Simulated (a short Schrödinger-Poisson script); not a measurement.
Stack: MOS inversion layer, SiO2 on p-type Si(100), at 300 K.

```csv
layer,material,thickness (nm),Na (cm⁻³)
1,SiO2,2.4,-
2,Si,290,5.5e17
```

The device is made up for the run: typed textbook-type constants, with dimensions and the other settings drawn at random. SiO2: permittivity 3.9, conduction-band edge (eV) 3.15, gap (eV) 9, electron mass (mₑ) 0.5. Si: permittivity 11.7, conduction-band edge (eV) 0, gap (eV) 1.124, Nv at 300 K (cm⁻³) 3.1e19.

Channel valleys (confinement mass, in-plane density-of-states mass, number): Δ2 0.916, 0.19, 2; Δ4 0.19, 0.417, 4. At the gate the conduction-band edge of layer 1 lies 3.49 eV − eVg above the Fermi level of the channel; the field vanishes at the back. Gaps are held at their typed values at every temperature. Mesh 0.03 nm at interfaces.

From a short Schrödinger-Poisson script (our own, NumPy): 1D Poisson equation in equilibrium, electrons quantum, Hartree (BenDaniel-Duke, 12 states a valley, the channel's in-plane mass for all, wave functions free to enter the dielectric), parabolic valleys, classical holes, full ionisation, no traps, pinning or gate leakage.

Only gate voltages with over 1e8 electrons/cm² are shown.

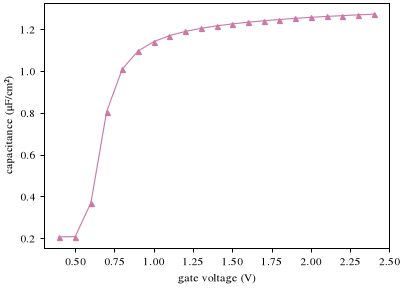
Figure. Quasi-static capacitance against gate voltage

| Vg (V) | electrons (cm⁻²) | C (μF/cm²) | Δ2 E0 (meV) | Δ2 E1 (meV) | Δ4 E0 (meV) | Δ4 E1 (meV) |
|---|---|---|---|---|---|---|
| 0.4 | 1.03e8 | 0.206 | 289.0 | 353.1 | 337.2 | 442.7 |
| 0.6 | 4.97e10 | 0.369 | 127.6 | 196.5 | 179.0 | 292.7 |
| 0.8 | 9.00e11 | 1.01 | 49.8 | 124.7 | 105.5 | 224.9 |
| 1 | 2.24e12 | 1.14 | 22.6 | 103.8 | 82.8 | 206.5 |
| 1.2 | 3.69e12 | 1.19 | 5.8 | 93.2 | 70.4 | 197.7 |
| 1.4 | 5.18e12 | 1.22 | -6.9 | 86.2 | 61.7 | 192.2 |
| 1.6 | 6.71e12 | 1.23 | -17.5 | 81.2 | 54.8 | 188.5 |
| 1.8 | 8.26e12 | 1.25 | -26.9 | 77.3 | 49.1 | 185.8 |
| 2 | 9.82e12 | 1.26 | -35.4 | 74.1 | 44.0 | 183.6 |
| 2.2 | 1.14e13 | 1.26 | -43.2 | 71.5 | 39.5 | 182.0 |
| 2.4 | 1.30e13 | 1.27 | -50.6 | 69.3 | 35.3 | 180.7 |

Subbands count from the Fermi level.
